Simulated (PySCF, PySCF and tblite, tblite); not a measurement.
**C₉H₁₀: conformers and averaged spectra**

Which conformers does C₉H₁₀ (`c1ccc(C2CC2)cc1`) populate, and what do their averaged NMR parameters look like?

Programs: PySCF 2.14.0 with density-fitted response routines of our own, and tblite 0.8.0. All values are computed, except where a source is named. Atoms count from 0 throughout.

## Step 1: The starting structure

19 atoms, charge 0, multiplicity 1; geometry from: MMFF94s geometry.

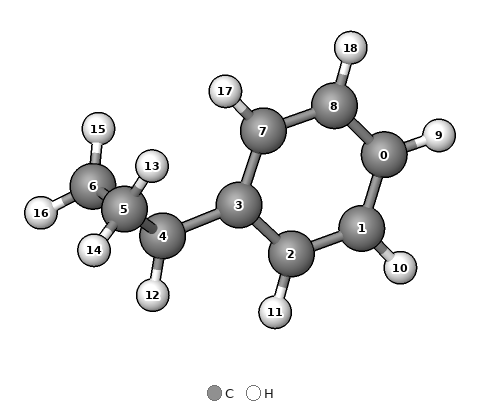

The starting geometry (carbon grey, hydrogen white), atoms numbered.

## Step 2: GFN2-xTB relaxation, conformer 1

What the job is given:

```
{"job": {"xc": "GFN2-xTB", "basis": "xTB", "kind": "relax"}, "charge": 0, "multiplicity": 1}
C      2.855100     0.096000     0.106500
C      2.286100    -1.015900     0.707000
C      0.912100    -1.194200     0.736800
C      0.029700    -0.247700     0.137700
C     -1.470100    -0.491300     0.200700
C     -2.442100     0.658200     0.342600
C     -2.360600    -0.084300    -0.959900
C      0.632500     0.869900    -0.457200
C      2.018800     1.040000    -0.481500
H      3.920100     0.233700     0.096600
H      2.930700    -1.765700     1.178900
H      0.489700    -2.078600     1.218700
H     -1.775500    -1.404800     0.711400
H     -2.053000     1.671900     0.376800
H     -3.311900     0.510500     0.973300
H     -1.932100     0.416700    -1.800700
H     -3.180400    -0.746300    -1.207800
H      0.002200     1.616800    -0.931900
H      2.438800     1.924300    -0.955400
```

Command:

```
$ OMP_NUM_THREADS=1 python ens_run.py task.json out
```

This one command runs the whole study; its stages follow in the order run.

Output:

```text
step      E/eV     max force
  0    -661.98800    1.009
  1    -662.03003    0.526
  2    -662.04930    0.456
  3    -662.06500    0.267
  4    -662.07201    0.211
  5    -662.07781    0.202
  6    -662.08248    0.162
  7    -662.08738    0.172
  8    -662.09006    0.122
  9    -662.09130    0.074
 10    -662.09210    0.064
 11    -662.09289    0.067
 12    -662.09355    0.065
 13    -662.09397    0.050
 14    -662.09426    0.041
 15    -662.09452    0.043
 16    -662.09475    0.041
 17    -662.09494    0.030
 18    -662.09494    0.030
 19    -662.09502    0.022
 20    -662.09515    0.018
 21    -662.09519    0.021
 22    -662.09534    0.024
 23    -662.09546    0.029
 24    -662.09556    0.032
 25    -662.09564    0.032
 26    -662.09574    0.026
 27    -662.09585    0.026
 28    -662.09598    0.028
 29    -662.09609    0.021
 30    -662.09618    0.019
 31    -662.09623    0.014
 32    -662.09626    0.011
 33    -662.09628    0.014
 34    -662.09631    0.015
 35    -662.09633    0.011
 36    -662.09635    0.006
 37    -662.09635    0.006
 38    -662.09636    0.004
 39    -662.09636    0.003
```

Run time: 0.27 s. Hardware: 1 thread of Arm Neoverse V1, shared host.

Gain 0.108 eV; displacement 0.05 Å root mean square.

**GFN2-xTB relaxation, conformer 2**

What the job is given:

```
{"job": {"xc": "GFN2-xTB", "basis": "xTB", "kind": "relax"}, "charge": 0, "multiplicity": 1}
C      2.833200     0.048100     0.355500
C      2.153400    -1.159000     0.212700
C      0.773900    -1.213500     0.321000
C      0.004900    -0.041600     0.532400
C     -1.499300    -0.107400     0.667800
C     -2.366800     0.765400    -0.224800
C     -2.323500    -0.711000    -0.453400
C      0.710700     1.166100     0.686300
C      2.102800     1.211800     0.589100
H      3.903800     0.088600     0.287700
H      2.717100    -2.078500     0.044100
H      0.255900    -2.171200     0.217700
H     -1.873700    -0.269000     1.680900
H     -1.882000     1.398600    -0.965400
H     -3.261900     1.200900     0.214500
H     -1.826100    -1.070400    -1.330200
H     -3.194300    -1.291800    -0.166500
H      0.150400     2.074100     0.868800
H      2.611700     2.169000     0.703700
```

Output:

```text
step      E/eV     max force
  0    -661.94901    0.892
  1    -661.98699    0.502
  2    -662.00502    0.423
  3    -662.01778    0.196
  4    -662.02048    0.148
  5    -662.02355    0.162
  6    -662.02649    0.137
  7    -662.02956    0.108
  8    -662.03133    0.078
  9    -662.03221    0.057
 10    -662.03266    0.047
 11    -662.03300    0.038
 12    -662.03300    0.038
 13    -662.03316    0.030
 14    -662.03341    0.027
 15    -662.03353    0.029
 16    -662.03378    0.035
 17    -662.03396    0.031
 18    -662.03410    0.026
 19    -662.03420    0.024
 20    -662.03430    0.023
 21    -662.03439    0.023
 22    -662.03448    0.021
 23    -662.03456    0.021
 24    -662.03462    0.018
 25    -662.03466    0.013
 26    -662.03468    0.010
 27    -662.03469    0.009
 28    -662.03471    0.011
 29    -662.03473    0.010
 30    -662.03474    0.008
 31    -662.03475    0.007
 32    -662.03476    0.008
 33    -662.03477    0.009
 34    -662.03478    0.008
 35    -662.03479    0.008
 36    -662.03480    0.009
 37    -662.03482    0.009
 38    -662.03483    0.011
 39    -662.03485    0.009
 40    -662.03486    0.008
 41    -662.03488    0.008
 42    -662.03489    0.009
 43    -662.03490    0.010
 44    -662.03491    0.009
 45    -662.03493    0.009
 46    -662.03493    0.007
 47    -662.03494    0.005
 48    -662.03494    0.003
```

Wall time 0.35 s (1 thread of Arm Neoverse V1, shared host).

Relaxing gained 0.086 eV and moved the atoms by 0.04 Å on average (rms).

## Step 3: Shieldings, conformer 1: PBE0/pcSseg-1 in chloroform

What the job is given:

```
{"job": {"xc": "PBE0", "basis": "pcSseg-1", "solvent": "chloroform", "kind": "nmr", "pop": true}, "charge": 0, "multiplicity": 1}
C      2.798684     0.100371     0.103496
C      2.252908    -1.016759     0.711774
C      0.881994    -1.194544     0.734789
C      0.028711    -0.261713     0.152079
C     -1.432215    -0.485815     0.196731
C     -2.393614     0.665422     0.340875
C     -2.319237    -0.077208    -0.950806
C      0.590424     0.857151    -0.456305
C      1.961229     1.035600    -0.479856
H      3.869237     0.241463     0.084013
H      2.897673    -1.752747     1.170094
H      0.463785    -2.070084     1.211842
H     -1.708119    -1.401394     0.707229
H     -1.983416     1.662425     0.388492
H     -3.260690     0.524224     0.968229
H     -1.857268     0.404872    -1.798609
H     -3.134815    -0.732413    -1.217160
H     -0.044026     1.599702    -0.917460
H      2.378952     1.910696    -0.956909
```

Output:

```text
coarse grid: 15976 points
cycle   1  E = -348.3891031465  dE =  1.608e+00  |g| = 3.874e-01  |ddm| = 4.188e+00
cycle   2  E = -348.3950864637  dE = -5.983e-03  |g| = 3.812e-01  |ddm| = 9.134e-01
cycle   3  E = -348.4331742805  dE = -3.809e-02  |g| = 2.794e-02  |ddm| = 3.879e-01
cycle   4  E = -348.4332641789  dE = -8.990e-05  |g| = 1.836e-02  |ddm| = 4.402e-02
cycle   5  E = -348.4333424130  dE = -7.823e-05  |g| = 6.300e-03  |ddm| = 2.418e-02
cycle   6  E = -348.4333522512  dE = -9.838e-06  |g| = 1.569e-03  |ddm| = 7.019e-03
final grid: 154592 points
cycle   7  E = -348.4878483202  dE = -5.408e-05  |g| = 9.035e-03  |ddm| = 5.920e-02
cycle   8  E = -348.4878435038  dE =  4.816e-06  |g| = 1.011e-02  |ddm| = 1.966e-02
cycle   9  E = -348.4878701400  dE = -2.664e-05  |g| = 1.334e-03  |ddm| = 1.064e-02
cycle  10  E = -348.4878705951  dE = -4.551e-07  |g| = 3.399e-04  |ddm| = 1.568e-03
cycle  11  E = -348.4878706238  dE = -2.873e-08  |g| = 8.944e-05  |ddm| = 3.595e-04
cycle  12  E = -348.4878706257  dE = -1.851e-09  |g| = 2.905e-05  |ddm| = 1.139e-04
cycle  13  E = -348.4878706259  dE = -2.061e-10  |g| = 3.088e-06  |ddm| = 3.252e-05
converged SCF energy = -348.4878706259

GIAO shielding tensors (ppm)
atom      isotropic    diamagn.    paramagn.     s11        s22        s33       span
  0 C       56.378     254.006    -197.627    -51.841     42.238    178.738    230.579
  1 C       53.148     253.805    -200.657    -57.631     39.415    177.659    235.290
  2 C       52.785     250.453    -197.668    -55.200     50.859    162.695    217.896
  3 C       35.312     256.223    -220.911    -56.288    -10.724    172.948    229.236
  4 C      168.512     244.492     -75.980    137.387    146.338    221.810     84.424
  5 C      172.679     253.954     -81.275    137.077    174.415    206.546     69.469
  6 C      172.627     253.950     -81.323    136.944    174.413    206.525     69.581
  7 C       61.145     253.057    -191.911    -45.788     45.310    183.915    229.703
  8 C       52.496     252.604    -200.108    -60.097     38.584    179.001    239.098
  9 H       24.164      29.419      -5.255     20.796     25.172     26.523      5.727
 10 H       24.022      29.811      -5.789     20.603     24.639     26.824      6.222
 11 H       23.923      32.913      -8.989     20.291     22.676     28.803      8.512
 12 H       29.842      32.447      -2.605     21.660     28.800     39.067     17.407
 13 H       30.983      31.894      -0.911     24.867     29.488     38.595     13.727
 14 H       30.568      30.090       0.478     24.426     26.371     40.908     16.483
 15 H       30.987      31.889      -0.902     24.877     29.494     38.590     13.713
 16 H       30.568      30.091       0.477     24.428     26.367     40.908     16.480
 17 H       24.725      33.795      -9.070     19.933     22.336     31.905     11.972
 18 H       24.010      30.333      -6.323     20.401     24.332     27.297      6.896
```

Wall time 46 s (1 thread of Arm Neoverse V1, shared host); peak memory 1 GiB.

Key values: HOMO -6.72 eV, LUMO -0.19 eV; dipole 0.70 D.

The fields below are evaluated on a grid from the run's orbitals.

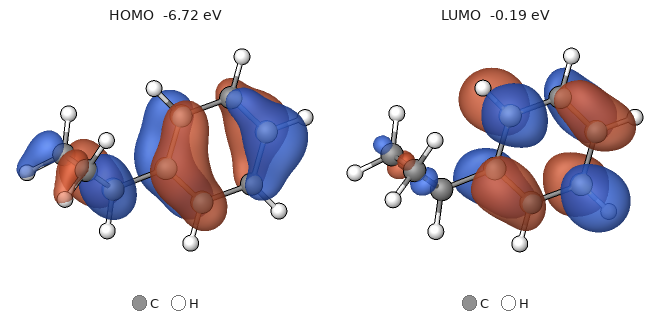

Frontier orbitals at PBE0/pcSseg-1; each surface holds 70 % of the orbital's density, blue and red mark the sign.

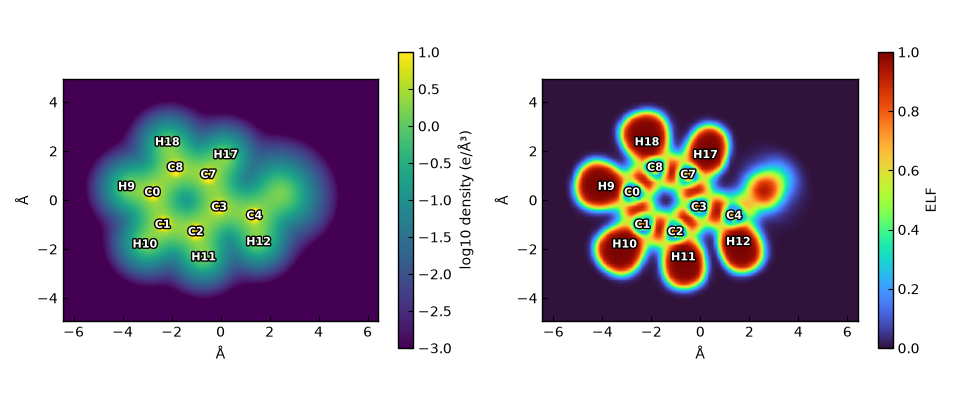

Density (left) and ELF (right) in a plane through or near 13 of the atoms.

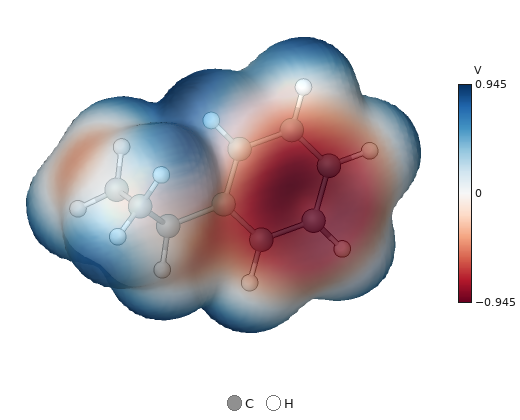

The potential that a unit positive charge feels on the 0.002 e/bohr³ surface, from the 1st to the 99th percentile, from -0.95 V near C0 to 0.84 V near H17.

## Step 4: Shieldings, conformer 2: PBE0/pcSseg-1 in chloroform

What the job is given:

```
{"job": {"xc": "PBE0", "basis": "pcSseg-1", "solvent": "chloroform", "kind": "nmr", "pop": false}, "charge": 0, "multiplicity": 1}
C      2.786574     0.049977     0.351710
C      2.122718    -1.157639     0.218441
C      0.743558    -1.206331     0.315753
C      0.010462    -0.048564     0.546299
C     -1.474007    -0.102508     0.660167
C     -2.327209     0.767711    -0.213520
C     -2.290798    -0.713763    -0.438743
C      0.685413     1.158559     0.681761
C      2.064541     1.208029     0.584835
H      3.863385     0.088409     0.274921
H      2.681442    -2.064566     0.037254
H      0.225813    -2.149401     0.212787
H     -1.822444    -0.265286     1.675442
H     -1.829731     1.397770    -0.935525
H     -3.220957     1.206130     0.204405
H     -1.768973    -1.076132    -1.311729
H     -3.159403    -1.298905    -0.176475
H      0.122150     2.062675     0.864107
H      2.577663     2.153086     0.690242
```

Output:

```text
coarse grid: 15976 points
cycle   1  E = -348.3878891503  dE =  1.598e+00  |g| = 3.887e-01  |ddm| = 4.184e+00
cycle   2  E = -348.3933816205  dE = -5.492e-03  |g| = 3.851e-01  |ddm| = 9.229e-01
cycle   3  E = -348.4322976622  dE = -3.892e-02  |g| = 2.661e-02  |ddm| = 3.981e-01
cycle   4  E = -348.4323978789  dE = -1.002e-04  |g| = 1.521e-02  |ddm| = 3.657e-02
cycle   5  E = -348.4324490545  dE = -5.118e-05  |g| = 5.774e-03  |ddm| = 2.081e-02
cycle   6  E = -348.4324571045  dE = -8.050e-06  |g| = 1.548e-03  |ddm| = 6.824e-03
final grid: 154592 points
cycle   7  E = -348.4861140811  dE = -4.625e-05  |g| = 8.832e-03  |ddm| = 5.279e-02
cycle   8  E = -348.4861084651  dE =  5.616e-06  |g| = 1.006e-02  |ddm| = 2.093e-02
cycle   9  E = -348.4861349363  dE = -2.647e-05  |g| = 1.389e-03  |ddm| = 1.117e-02
cycle  10  E = -348.4861354406  dE = -5.043e-07  |g| = 2.819e-04  |ddm| = 1.541e-03
cycle  11  E = -348.4861354602  dE = -1.961e-08  |g| = 7.629e-05  |ddm| = 3.065e-04
cycle  12  E = -348.4861354615  dE = -1.361e-09  |g| = 2.310e-05  |ddm| = 9.703e-05
cycle  13  E = -348.4861354617  dE = -1.252e-10  |g| = 2.529e-06  |ddm| = 2.693e-05
converged SCF energy = -348.4861354617

GIAO shielding tensors (ppm)
atom      isotropic    diamagn.    paramagn.     s11        s22        s33       span
  0 C       55.068     253.817    -198.749    -53.458     39.259    179.403    232.861
  1 C       53.022     253.800    -200.779    -57.680     38.652    178.093    235.773
  2 C       49.979     250.183    -200.204    -56.704     38.988    167.653    224.357
  3 C       36.132     258.462    -222.330    -59.320     -4.014    171.729    231.049
  4 C      167.453     247.576     -80.123    129.922    157.910    214.528     84.607
  5 C      179.768     253.577     -73.809    150.234    176.121    212.950     62.716
  6 C      179.794     253.348     -73.553    150.256    176.151    212.975     62.719
  7 C       49.963     250.060    -200.097    -56.729     38.960    167.658    224.387
  8 C       53.019     253.813    -200.794    -57.699     38.663    178.094    235.793
  9 H       24.075      29.433      -5.358     20.647     25.039     26.540      5.893
 10 H       23.976      30.189      -6.213     20.422     24.506     27.001      6.578
 11 H       23.872      33.098      -9.226     19.708     22.094     29.813     10.105
 12 H       29.446      30.286      -0.840     23.867     26.216     38.256     14.389
 13 H       31.161      32.166      -1.005     25.791     28.850     38.844     13.053
 14 H       30.795      30.081       0.714     25.017     26.501     40.868     15.850
 15 H       31.157      32.138      -0.981     25.778     28.846     38.847     13.069
 16 H       30.796      30.066       0.730     25.013     26.505     40.869     15.856
 17 H       23.870      33.025      -9.154     19.709     22.093     29.809     10.100
 18 H       23.975      30.101      -6.126     20.423     24.505     26.998      6.575
```

Run time: 37 s. Hardware: 1 thread of Arm Neoverse V1, shared host; peak memory 1.1 GiB.

Key values: HOMO -7.04 eV, LUMO -0.18 eV; dipole 0.38 D.

## Step 5: Boltzmann average: properties at PBE0/pcSseg-1 in chloroform

What the job is given:

```
{"job": {"study": "conf", "smiles": "c1ccc(C2CC2)cc1", "search": {"seed": 5933, "n_embed": 60, "ff_keep": 14, "window": 3.0, "nmax": 10, "temps": [180, 230, 298.15, 330, 400], "t_ref": 298.15, "order": 0.002}, "level": {"nmr": {"xc": "PBE0", "basis": "pcSseg-1", "solvent": "chloroform"}}, "kind": "conf"}, "charge": 0, "multiplicity": 1}
C      2.798684     0.100371     0.103496
C      2.252908    -1.016759     0.711774
C      0.881994    -1.194544     0.734789
C      0.028711    -0.261713     0.152079
C     -1.432215    -0.485815     0.196731
C     -2.393614     0.665422     0.340875
C     -2.319237    -0.077208    -0.950806
C      0.590424     0.857151    -0.456305
C      1.961229     1.035600    -0.479856
H      3.869237     0.241463     0.084013
H      2.897673    -1.752747     1.170094
H      0.463785    -2.070084     1.211842
H     -1.708119    -1.401394     0.707229
H     -1.983416     1.662425     0.388492
H     -3.260690     0.524224     0.968229
H     -1.857268     0.404872    -1.798609
H     -3.134815    -0.732413    -1.217160
H     -0.044026     1.599702    -0.917460
H      2.378952     1.910696    -0.956909
```

Output:

```text
conformer  sym    E(xTB)   E(DFT)   G(298.15 K)  weight  dipole/D
    1     Cs      0.000    0.000    0.000   0.7021    0.699
    2     Cs      1.416    1.075    0.508   0.2979    0.376

mean shielding (ppm) by class
class atoms           180 K      230 K   298.15 K      330 K      400 K
  0 C  0             56.195     56.095     55.988     55.949     55.882
  1 C  1,8            52.85     52.865     52.881     52.887     52.897
  2 C  2,7           55.989     55.453     54.882     54.674     54.317
  3 C  3             35.426     35.489     35.556      35.58     35.622
  4 C  4            168.364    168.283    168.196    168.165    168.111
  5 C  5,6          173.649    174.194    174.777    174.989    175.352
  6 H  9             24.151     24.145     24.137     24.135      24.13
  7 H  10,18          24.01     24.007     24.004     24.003     24.001
  8 H  11,17         24.261     24.226     24.189     24.176     24.153
  9 H  12            29.787     29.757     29.724     29.712     29.692
 10 H  13,15          31.01     31.023     31.037     31.042     31.051
 11 H  14,16           30.6     30.617     30.636     30.643     30.654
```

Run time: 85 s. Hardware: 1 thread of Arm Neoverse V1, shared host. This counts the runs that the step sums up.

The search (ETKDG and KDG, MMFF94s, GFN2-xTB) embedded 60 structures, kept 2 distinct ones after the force field and 2 after xTB; 2 were carried on (window 3.0 kcal/mol at the search's own energies). Energies: PBE0/pcSseg-1 in chloroform with D3(BJ).

Conformer by conformer (298 K):

```
no.  group  mirror pair  ΔE xTB  ΔE DFT    ΔG  weight (%)  μ (D)  C2–C3–C4–C5 (°)     A, B, C (GHz)
  1     Cs           no    0.00    0.00  0.00        70.2   0.70              145  4.29, 1.12, 0.96
  2     Cs           no    1.42    1.07  0.51        29.8   0.38             -126  4.15, 1.15, 0.95
```

Energies in kcal/mol. ΔG holds xTB vibrations and rotation, symmetry numbers and mirror pairs.

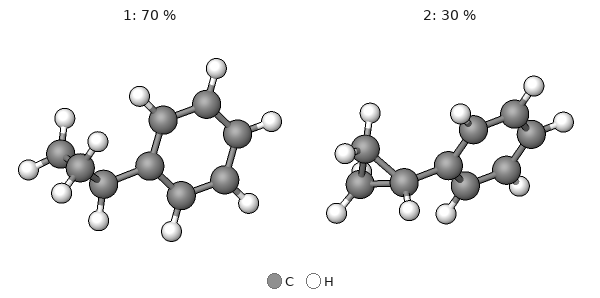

Conformers, most populated first.

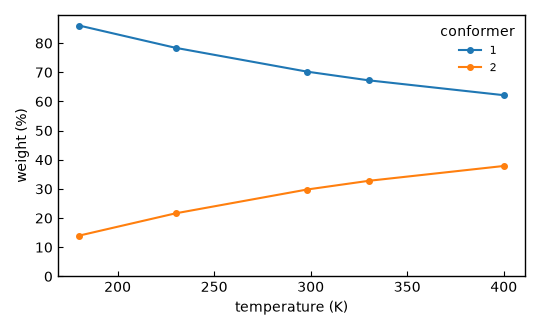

Weights against temperature.

How the weights hang on the way they are made:

| scheme | 1 | 2 | mean μ (D) |
| --- | --- | --- | --- |
| DFT free energy | 70 | 30 | 0.60 |
| DFT energy, symmetry counted | 86 | 14 | 0.65 |
| DFT energy alone | 86 | 14 | 0.65 |
| xTB energy, symmetry counted | 92 | 8 | 0.67 |
| xTB free energy | 81 | 19 | 0.64 |
| lowest conformer only | 100 | 0 | 0.70 |
| equal weights | 50 | 50 | 0.54 |
| conformers found from three starts alone | 100 | 0 | 0.70 |

Shifts against references run at the same level (¹H TMS 31.70, ¹³C TMS 187.6 ppm of shielding), by class of atoms, at 298 K:

```csv
atoms,environment,no. 1,no. 2,average,measured
C3,substituted aromatic carbon,152.3,151.5,152.0,–
"C1, C8",aromatic CH,134.8,134.6,134.7,–
"C2, C7",aromatic CH,130.6,137.6,132.7,–
C0,aromatic CH,131.2,132.5,131.6,–
C4,three-membered-ring carbon,19.1,20.1,19.4,15.3
"C5, C6",three-membered-ring carbon,14.9,7.8,12.8,9.2
"H10, H18",hydrogen on an aromatic CH,7.68,7.72,7.69,–
H9,hydrogen on an aromatic CH,7.53,7.62,7.56,–
"H11, H17",hydrogen on an aromatic CH,7.37,7.83,7.51,–
H12,hydrogen on a three-membered-ring carbon,1.86,2.25,1.97,1.83
"H14, H16",hydrogen on a three-membered-ring carbon,1.13,0.90,1.06,–
"H13, H15",hydrogen on a three-membered-ring carbon,0.71,0.54,0.66,–
```

Measured: solution, not stated per compound (mostly CDCl3 or CCl4); Pretsch, Buehlmann, Badertscher, Structure Determination of Organic Compounds, 4th ed. (2009).

Effective distances for nuclear Overhauser effects, ⟨r⁻⁶⟩^(−1/6) over all pairs of two classes (Å): H13···H14 2.02; H9···H10 2.47; H12···H14 2.49; H11···H12 2.69; H11···H13 2.70; H10···H11 2.75; H12···H13 3.09; H11···H14 4.03.

## Step 6: Results

| quantity | value |
| --- | --- |
| conformers | 2; the first in weight is no. 1 (Cs), 70 % at 298 K |
| root-mean-square dipole | 0.62 D |
| averaged ¹³C shifts (PBE0/pcSseg-1 in chloroform) | 152.0, 134.7, 132.7, 131.6, 19.4, 12.8 ppm |
| averaged ¹H shifts (PBE0/pcSseg-1 in chloroform) | 7.69, 7.56, 7.51, 1.97, 1.06, 0.66 ppm |

**Reading.** Conformer 1 leads with 70 % at 298 K, and its share goes from 86 % at 180 K to 62 % at 400 K. Among conformers over 5 %, C5, C6 differ by 7.1 ppm, while the average moves by 1.7 ppm from 180 to 400 K. Against 2 measured ¹³C shifts the average misses by 3.9 ppm, the leading conformer alone by 4.8 ppm. Against 1 measured ¹H shift the average misses by 0.14 ppm, the leading conformer alone by 0.03 ppm. Vibration is missing from the shifts, so part of that gap is not the functional's.
